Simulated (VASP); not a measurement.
Energy against volume of ZnS (zinc blende). These are RPBE GGA, VASP's PBE PAW potentials (set 64) (plane waves; VASP 6.6.1) values and carry that method's errors.

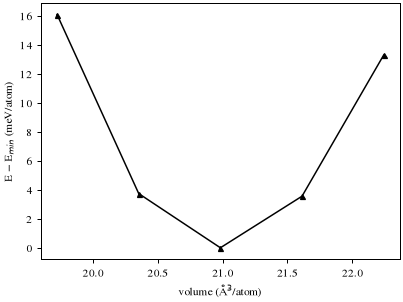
*Energy against volume*

**Question.** Estimate the equilibrium volume and the bulk modulus.

**Answer.** The minimum lies near 21.0 Å³/atom, and the curvature gives B0 of about 62 GPa.

Measured: bulk modulus 77.1 GPa (computed value off by -19.7 %), as given by Cormac Toher et al., Physical Review Materials (2017), arXiv:1611.05714; a 5.410 Å (computed value off by +2.0 %), as given by Martin Albrecht et al., Physical review. B, Condensed matter (1997), arXiv:cond-mat/9706128. The calculation is for a static lattice, while the measured bulk modulus, a hold thermal and zero-point effects, which are part of the difference.

The compound is ZnS in the zinc blende structure. It was relaxed first, which changed the volume by +6 %.
